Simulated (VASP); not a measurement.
# Cs2AgBiBr6: what each functional gives, and what it costs, part 2 of 5

Aim: compute the gap of Cs2AgBiBr6 from the cheapest level upwards and hold each value against experiment. The start is a cell from a database of measured crystal structures.

VASP 6.6.1, plane waves and PAW; the level of theory is named at each step.

Still holding for the runs below: Spin-orbit coupling is off here; with elements this heavy it splits and shifts levels by tenths of an eV or more.

So far, least gap on mesh and path (eV): step 2 (bands, level LDA, k 2×2×2) 1.06.

## Step 3: Bands with PBEsol, k 2×2×2

This step: PBEsol; plane waves and PAW (Cs_sv, Ag, Bi_d, Br) (VASP 6.6.1).

PBEsol restores the gradient expansion of exchange and is tuned for the cells of solids.

INCAR reads:

```
SYSTEM = Cs2AgBiBr6
PREC = Accurate
ENCUT = 400
EDIFF = 1E-06
NELM = 100
ISMEAR = 0
SIGMA = 0.02
LREAL = .FALSE.
ALGO = Normal
GGA = PS
NBANDS = 67
LASPH = .TRUE.
LORBIT = 11
LWAVE = .FALSE.
LCHARG = .FALSE.
NCORE = 8
```

POSCAR reads:

```
Cs2AgBiBr6
1.0
    0.0000000000      5.6161000000      5.6161000000
    5.6161000000      0.0000000000      5.6161000000
    5.6161000000      5.6161000000      0.0000000000
Cs Ag Bi Br
2 1 1 6
Direct
    0.2500000000      0.2500000000      0.2500000000
    0.7500000000      0.7500000000      0.7500000000
    0.5000000000      0.5000000000      0.5000000000
    0.0000000000      0.0000000000      0.0000000000
    0.2505500000      0.7494500000      0.2505500000
    0.2505500000      0.7494500000      0.7494500000
    0.7494500000      0.2505500000      0.7494500000
    0.7494500000      0.2505500000      0.2505500000
    0.2505500000      0.2505500000      0.7494500000
    0.7494500000      0.7494500000      0.2505500000
```

KPOINTS reads:

```
Automatic mesh
0
Gamma
2 2 2
0 0 0
```

KPOINTS_OPT reads:

```
Line mode
12
Line-mode
Reciprocal
  0.00000000   0.00000000   0.00000000 GAMMA
  0.50000000   0.00000000   0.50000000 X

  0.50000000   0.00000000   0.50000000 X
  0.50000000   0.25000000   0.75000000 W

  0.50000000   0.25000000   0.75000000 W
  0.37500000   0.37500000   0.75000000 K

  0.37500000   0.37500000   0.75000000 K
  0.00000000   0.00000000   0.00000000 GAMMA

  0.00000000   0.00000000   0.00000000 GAMMA
  0.50000000   0.50000000   0.50000000 L

  0.50000000   0.50000000   0.50000000 L
  0.62500000   0.25000000   0.62500000 U

  0.62500000   0.25000000   0.62500000 U
  0.50000000   0.25000000   0.75000000 W

  0.50000000   0.25000000   0.75000000 W
  0.50000000   0.50000000   0.50000000 L

  0.50000000   0.50000000   0.50000000 L
  0.37500000   0.37500000   0.75000000 K

  0.62500000   0.25000000   0.62500000 U
  0.50000000   0.00000000   0.50000000 X
```

The projector-augmented-wave data sets are Cs_sv, Ag, Bi_d and Br (PBE family, release 64).

Command:

```
$ mpirun -np 8 vasp_std
```

The log of the run:

```text
[banner, memory and clock lines left out]
running    8 mpi-ranks, on    1 nodes
 distrk:  each k-point on    8 cores,    1 groups
 distr:  one band on    8 cores,    1 groups

 POSCAR found type information on POSCAR CsAgBiBr
 POSCAR found :  4 types and      10 ions
 [... a notice as in an earlier step ...]

 [... a notice as in an earlier step ...]

 LDA part: xc-table for (Slater+PW92), standard interpolation
 POSCAR, INCAR and KPOINTS ok, starting setup
 FFT: planning ... GRIDC
 FFT: planning ... GRID_SOFT
 FFT: planning ... GRID
 WAVECAR not read
 entering main loop
       N       E                     dE             d eps       ncg     rms          rms(c)
DAV:   1     0.612917983402E+03    0.61292E+03   -0.31213E+04   402   0.918E+02
DAV:   2     0.356134090936E+02   -0.57730E+03   -0.54895E+03   483   0.233E+02
DAV:   3    -0.308806634017E+02   -0.66494E+02   -0.65849E+02   476   0.927E+01
DAV:   4    -0.328050278178E+02   -0.19244E+01   -0.19175E+01   492   0.188E+01
DAV:   5    -0.328557536690E+02   -0.50726E-01   -0.50702E-01   556   0.286E+00    0.829E+00
DAV:   6    -0.316465491127E+02    0.12092E+01   -0.17311E+00   497   0.692E+00    0.550E+00
DAV:   7    -0.315685820877E+02    0.77967E-01   -0.99223E-01   508   0.301E+00    0.234E+00
DAV:   8    -0.315684896079E+02    0.92480E-04   -0.84440E-02   484   0.124E+00    0.617E-01
DAV:   9    -0.315695278039E+02   -0.10382E-02   -0.72528E-03   468   0.423E-01    0.131E-01
DAV:  10    -0.315701079579E+02   -0.58015E-03   -0.12315E-03   484   0.115E-01    0.722E-02
DAV:  11    -0.315702886979E+02   -0.18074E-03   -0.20280E-04   476   0.587E-02    0.142E-02
DAV:  12    -0.315703069551E+02   -0.18257E-04   -0.26470E-05   476   0.226E-02    0.776E-03
DAV:  13    -0.315703095463E+02   -0.25913E-05   -0.51344E-06   500   0.757E-03    0.400E-03
DAV:  14    -0.315703102823E+02   -0.73597E-06   -0.13135E-06   372   0.444E-03
   1 F= -.31570310E+02 E0= -.31570310E+02  d E =-.231795E-14
 Start KPOINTS_OPT (optional k-point list driver)
k-point batch [1-3\120]
       N       E                     dE             ncg
DAV:   1     0.894877895140E+02   -0.74327E+03      426
DAV:   2    -0.158342251681E+04   -0.16729E+04      466
DAV:   3    -0.177793405385E+04   -0.19451E+03      484
DAV:   4    -0.178331923521E+04   -0.53852E+01      441
DAV:   5    -0.178346440191E+04   -0.14517E+00      572
DAV:   6    -0.178346723292E+04   -0.28310E-02      468
DAV:   7    -0.178346742625E+04   -0.19333E-03      612
DAV:   8    -0.178346742791E+04   -0.16604E-05      428
DAV:   9    -0.178346742793E+04   -0.25955E-07      308
[...]
k-point batch [118-120\120]
       N       E                     dE             ncg
DAV:   1     0.700346329512E+02   -0.40989E+04      418
DAV:   2    -0.160802237297E+04   -0.16781E+04      480
DAV:   3    -0.178937699829E+04   -0.18135E+03      500
DAV:   4    -0.179407323581E+04   -0.46962E+01      492
DAV:   5    -0.179420097701E+04   -0.12774E+00      596
DAV:   6    -0.179420305206E+04   -0.20750E-02      524
DAV:   7    -0.179420315906E+04   -0.10700E-03      612
DAV:   8    -0.179420316084E+04   -0.17730E-05      476
DAV:   9    -0.179420316086E+04   -0.21223E-07      364
```

Wall time 2.4 min (8 MPI ranks of Intel Xeon 6975P-C (Granite Rapids), shared host); peak memory 1.4 GiB.

From OUTCAR (step 3):

```text
The static configuration has the point symmetry O_h .

 Found      3 irreducible k-points:

   NELECT =      86.0000    total number of electrons

 E-fermi :   1.4432

 k-point     1 :       0.0000    0.0000    0.0000
  band No.  band energies     occupation
    ...
     39       0.1189      2.00000
     40       0.1189      2.00000
     41       0.1189      2.00000
     42       0.6523      2.00000
     43       0.6523      2.00000
     44       3.5261      0.00000
     45       3.5261      0.00000
     46       3.5261      0.00000
     47       4.7792      0.00000
     48       5.7232      0.00000
    ...

 k-point     2 :       0.5000    0.0000    0.0000
  band No.  band energies     occupation
    ...
     39      -0.1896      2.00000
     40      -0.1896      2.00000
     41      -0.0766      2.00000
     42       0.0646      2.00000
     43       0.0646      2.00000
     44       2.4738      0.00000
     45       4.9781      0.00000
     46       4.9781      0.00000
     47       6.1152      0.00000
     48       6.2786      0.00000
    ...

  Total        0.4531485      0.4531485      0.4531485      0.0000000     -0.0000000      0.0000000
  in kB        2.0493521      2.0493521      2.0493521      0.0000000     -0.0000000      0.0000000
  external PRESSURE =       2.0493521 kB  Pullay stress =       0.0000000 kB

 POSITION                                       TOTAL-FORCE (eV/Angst)
 -----------------------------------------------------------------------------------
      2.80805      2.80805      2.80805        -0.000000     -0.000000     -0.000000
      8.42415      8.42415      8.42415        -0.000000      0.000000     -0.000000
      5.61610      5.61610      5.61610        -0.000000     -0.000000     -0.000000
      0.00000      0.00000      0.00000        -0.000000     -0.000000     -0.000000
      5.61610      2.81423      5.61610        -0.000000      0.243130     -0.000000
      8.41797      5.61610      5.61610        -0.243130     -0.000000     -0.000000
      5.61610      8.41797      5.61610        -0.000000     -0.243130     -0.000000
      2.81423      5.61610      5.61610         0.243130     -0.000000     -0.000000
      5.61610      5.61610      2.81423        -0.000000     -0.000000      0.243130
      5.61610      5.61610      8.41797        -0.000000     -0.000000     -0.243130
 -----------------------------------------------------------------------------------
    total drift:                                0.000000      0.000000      0.000000

  FREE ENERGIE OF THE ION-ELECTRON SYSTEM (eV)
  ---------------------------------------------------
  free  energy   TOTEN  =       -31.5703102823 eV

  energy  without entropy=      -31.5703102823  energy(sigma->0) =      -31.57031028

 total charge
# of ion       s       p       d       tot
------------------------------------------
    1        1.849   4.697   0.017   6.563
    2        1.849   4.697   0.017   6.563
    3        0.229   0.176   9.326   9.731
    4        1.648   0.941   9.993  12.583
    5        1.603   3.231   0.013   4.847
    6        1.603   3.231   0.013   4.847
    7        1.603   3.231   0.013   4.847
    8        1.603   3.231   0.013   4.847
    9        1.603   3.231   0.013   4.847
   10        1.603   3.231   0.013   4.847
--------------------------------------------------
tot         15.195  29.897  19.429  64.521

[... 8 parts as in an earlier step ...]

[... 2 further parts left out ...]
```

The PAW data sets were made with PBE, which is usual practice but a small mismatch for other functionals.

Numbers from this step:

```
SCF cycles                        : 14
free energy (TOTEN)               : -31.57 eV
Fermi energy                      : 1.443 eV
pressure                          : 0.2049 GPa
least gap on mesh and path        : 1.137 eV
least direct gap on mesh and path : 2.237 eV
valence top at k                  : 0.5, 0.5, 0
```

The electronic bands at the labelled points (eV, zero at the valence-band top; v1 is the highest filled band, c1 the lowest empty one):

| point | v4 | v3 | v2 | v1 | c1 | c2 | c3 | c4 |
| --- | --- | --- | --- | --- | --- | --- | --- | --- |
| Γ | -1.22 | -1.22 | -0.68 | -0.68 | 2.19 | 2.19 | 2.19 | 3.44 |
| X | -1.57 | -1.24 | -0.69 | 0.00 | 2.72 | 2.72 | 3.10 | 4.25 |
| W | -1.48 | -1.48 | -1.30 | -0.10 | 2.54 | 2.93 | 2.93 | 5.20 |
| K | -1.55 | -1.40 | -1.03 | -0.21 | 2.22 | 3.01 | 3.24 | 4.99 |
| Γ | -1.22 | -1.22 | -0.68 | -0.68 | 2.19 | 2.19 | 2.19 | 3.44 |
| L | -1.53 | -1.41 | -1.27 | -1.27 | 1.14 | 3.64 | 3.64 | 4.78 |
| U | -1.55 | -1.40 | -1.03 | -0.21 | 2.22 | 3.01 | 3.24 | 4.99 |
| W | -1.48 | -1.48 | -1.30 | -0.10 | 2.54 | 2.93 | 2.93 | 5.20 |
| L | -1.53 | -1.41 | -1.27 | -1.27 | 1.14 | 3.64 | 3.64 | 4.78 |
| K | -1.55 | -1.40 | -1.03 | -0.21 | 2.22 | 3.01 | 3.24 | 4.99 |
| jump to U | -1.55 | -1.40 | -1.03 | -0.21 | 2.22 | 3.01 | 3.24 | 4.99 |
| X | -1.57 | -1.24 | -0.69 | 0.00 | 2.72 | 2.72 | 3.10 | 4.25 |

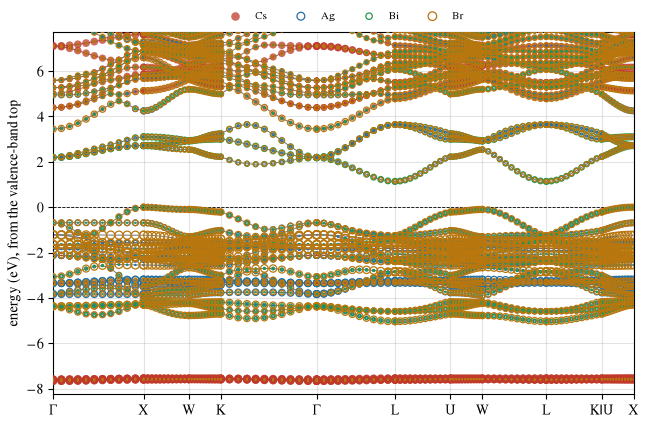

Electronic bands along the path; dots are coloured as in the legend, and their area grows with the weight.

Force by atom:

| atom | x (eV/Å) | y (eV/Å) | z (eV/Å) | size |
| --- | --- | --- | --- | --- |
| Cs1 | 0.000 | 0.000 | 0.000 | 0.000 |
| Cs2 | 0.000 | 0.000 | 0.000 | 0.000 |
| Ag3 | 0.000 | 0.000 | 0.000 | 0.000 |
| Bi4 | 0.000 | 0.000 | 0.000 | 0.000 |
| Br5 | 0.000 | 0.243 | 0.000 | 0.243 |
| Br6 | -0.243 | 0.000 | 0.000 | 0.243 |
| Br7 | 0.000 | -0.243 | 0.000 | 0.243 |
| Br8 | 0.243 | 0.000 | 0.000 | 0.243 |
| Br9 | 0.000 | 0.000 | 0.243 | 0.243 |
| Br10 | 0.000 | 0.000 | -0.243 | 0.243 |

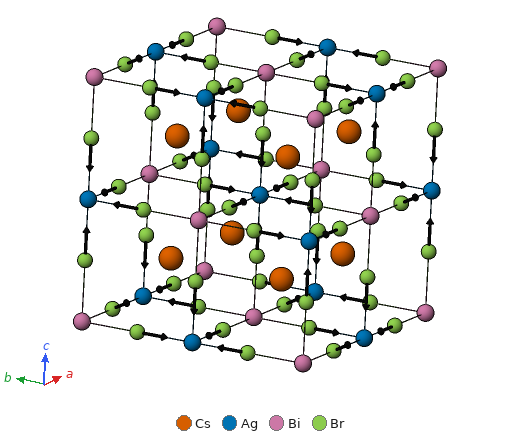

Force as arrows, the longest 0.243 eV/Å. Some periodic images of atoms are drawn too.

The gap is 1.14 eV, indirect, from X to L. Against LDA that is +0.07 eV; the cost is about the same.

## Step 4: Bands with PBE, k 2×2×2

This step: PBE; plane waves and PAW (Cs_sv, Ag, Bi_d, Br) (VASP 6.6.1).

PBE, the usual starting point, adds the gradient of the density.

Changes to INCAR since step 3:

```diff
@@ -9,3 +9,3 @@
 ALGO = Normal
-GGA = PS
+GGA = PE
 NBANDS = 67
```

POSCAR is that of step 3.

KPOINTS is that of step 3.

KPOINTS_OPT is that of step 3.

Command:

```
$ mpirun -np 8 vasp_std
```

The log of the run:

```text
[banner, memory and clock lines left out]
running    8 mpi-ranks, on    1 nodes
[...]
[... a notice as in an earlier step ...]

 LDA part: xc-table for (Slater+PW92), standard interpolation
 POSCAR, INCAR and KPOINTS ok, starting setup
[...]
entering main loop
       N       E                     dE             d eps       ncg     rms          rms(c)
DAV:   1     0.618145750982E+03    0.61815E+03   -0.31283E+04   402   0.919E+02
DAV:   2     0.377296063345E+02   -0.58042E+03   -0.55241E+03   483   0.234E+02
DAV:   3    -0.286569961304E+02   -0.66387E+02   -0.65760E+02   476   0.928E+01
DAV:   4    -0.305588190054E+02   -0.19018E+01   -0.18953E+01   492   0.188E+01
[...]
DAV:  12    -0.292713197869E+02   -0.13853E-04   -0.32048E-05   492   0.255E-02    0.985E-03
DAV:  13    -0.292713239399E+02   -0.41530E-05   -0.12859E-05   452   0.125E-02    0.432E-03
DAV:  14    -0.292713238432E+02    0.96622E-07   -0.11057E-06   388   0.376E-03
   1 F= -.29271324E+02 E0= -.29271324E+02  d E =-.225288E-36
 Start KPOINTS_OPT (optional k-point list driver)
k-point batch [1-3\120]
       N       E                     dE             ncg
DAV:   1     0.123942466388E+03   -0.70882E+03      426
DAV:   2    -0.155668300145E+04   -0.16806E+04      466
DAV:   3    -0.175073832069E+04   -0.19406E+03      484
DAV:   4    -0.175607185208E+04   -0.53335E+01      441
DAV:   5    -0.175621493730E+04   -0.14309E+00      580
DAV:   6    -0.175621759047E+04   -0.26532E-02      460
DAV:   7    -0.175621777858E+04   -0.18811E-03      620
DAV:   8    -0.175621778188E+04   -0.32958E-05      428
DAV:   9    -0.175621778191E+04   -0.31011E-07      316
[...]
k-point batch [118-120\120]
       N       E                     dE             ncg
DAV:   1     0.104765039727E+03   -0.40642E+04      418
DAV:   2    -0.158075170929E+04   -0.16855E+04      480
DAV:   3    -0.176169389843E+04   -0.18094E+03      500
DAV:   4    -0.176634011085E+04   -0.46462E+01      500
DAV:   5    -0.176646640335E+04   -0.12629E+00      596
DAV:   6    -0.176646846246E+04   -0.20591E-02      540
DAV:   7    -0.176646857159E+04   -0.10914E-03      604
DAV:   8    -0.176646857344E+04   -0.18482E-05      484
DAV:   9    -0.176646857347E+04   -0.23107E-07      364
```

Elapsed: 1.8 min, on 8 MPI ranks; peak memory 1.4 GiB.

OUTCAR, selected parts (step 4):

```text
  Total        4.5541543      4.5541543      4.5541543      0.0000000      0.0000000     -0.0000000
  in kB       20.5960450     20.5960450     20.5960450      0.0000000      0.0000000     -0.0000000
  external PRESSURE =      20.5960450 kB  Pullay stress =       0.0000000 kB

 POSITION                                       TOTAL-FORCE (eV/Angst)
 -----------------------------------------------------------------------------------
      2.80805      2.80805      2.80805        -0.000000      0.000000      0.000000
      8.42415      8.42415      8.42415        -0.000000     -0.000000     -0.000000
      5.61610      5.61610      5.61610        -0.000000      0.000000     -0.000000
      0.00000      0.00000      0.00000        -0.000000      0.000000     -0.000000
      5.61610      2.81423      5.61610        -0.000000      0.232928      0.000000
      8.41797      5.61610      5.61610        -0.232928      0.000000      0.000000
      5.61610      8.41797      5.61610        -0.000000     -0.232928      0.000000
      2.81423      5.61610      5.61610         0.232928      0.000000      0.000000
      5.61610      5.61610      2.81423        -0.000000      0.000000      0.232928
      5.61610      5.61610      8.41797        -0.000000      0.000000     -0.232928
 -----------------------------------------------------------------------------------
    total drift:                                0.000000      0.000000      0.000000

  FREE ENERGIE OF THE ION-ELECTRON SYSTEM (eV)
  ---------------------------------------------------
  free  energy   TOTEN  =       -29.2713238432 eV

  energy  without entropy=      -29.2713238432  energy(sigma->0) =      -29.27132384

[... 2 parts as in an earlier step ...]

[... 1 further part left out ...]
[key lines of the parts left out:]
E-fermi :   1.6366
```

At this level the cell is under a pressure of 2.1 GPa, so at these settings it is away from equilibrium.

Electronic bands along the path, in eV, zero at the valence-band top; v1 is the highest filled band, c1 the lowest empty one:

| point | v4 | v3 | v2 | v1 | c1 | c2 | c3 | c4 |
| --- | --- | --- | --- | --- | --- | --- | --- | --- |
| Γ | -1.24 | -1.24 | -0.69 | -0.69 | 2.28 | 2.28 | 2.28 | 3.59 |
| X | -1.58 | -1.26 | -0.69 | 0.00 | 2.79 | 2.79 | 3.16 | 4.34 |
| W | -1.49 | -1.49 | -1.29 | -0.10 | 2.61 | 2.99 | 2.99 | 5.27 |
| K | -1.56 | -1.42 | -1.03 | -0.21 | 2.30 | 3.07 | 3.29 | 5.08 |
| Γ | -1.24 | -1.24 | -0.69 | -0.69 | 2.28 | 2.28 | 2.28 | 3.59 |
| L | -1.54 | -1.40 | -1.28 | -1.28 | 1.24 | 3.69 | 3.69 | 4.91 |
| U | -1.56 | -1.42 | -1.03 | -0.21 | 2.30 | 3.07 | 3.29 | 5.08 |
| W | -1.49 | -1.49 | -1.29 | -0.10 | 2.61 | 2.99 | 2.99 | 5.27 |
| L | -1.54 | -1.40 | -1.28 | -1.28 | 1.24 | 3.69 | 3.69 | 4.91 |
| K | -1.56 | -1.42 | -1.03 | -0.21 | 2.30 | 3.07 | 3.29 | 5.08 |
| jump to U | -1.56 | -1.42 | -1.03 | -0.21 | 2.30 | 3.07 | 3.29 | 5.08 |
| X | -1.58 | -1.26 | -0.69 | 0.00 | 2.79 | 2.79 | 3.16 | 4.34 |

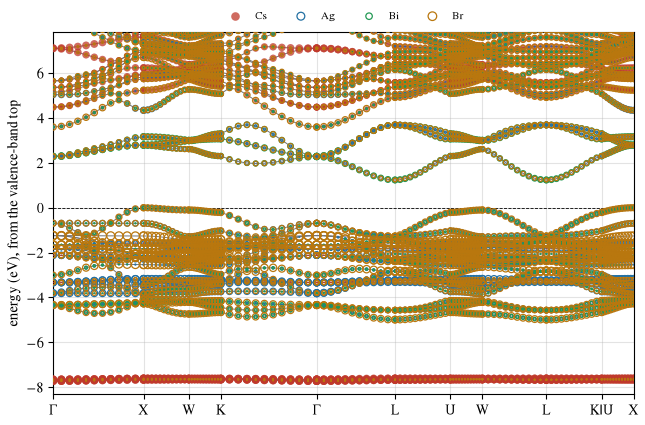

Electronic bands along the path; dots are coloured as in the legend, and their area grows with the weight.

The gap is 1.24 eV, indirect, from X to L. Against LDA that is +0.17 eV; this run took 0.69 times the core time.

(Continued in part 3 of 5.)

[Lines on the potential files, build, host, timing and source positions are cut from VASP's logs without a mark.]

[Logs are printed without paths, hosts, clocks, repeated set-up lines and the standing remarks that a program may print on its own settings, such as how far it seeks lower states.]

[Hosts, paths, dates, database ids (printed as entryN), source tags and the programs' standing remarks are cut or masked in the printed files.]

[A measured line is paired with the nearest computed mode of its activity, which favours agreement.]
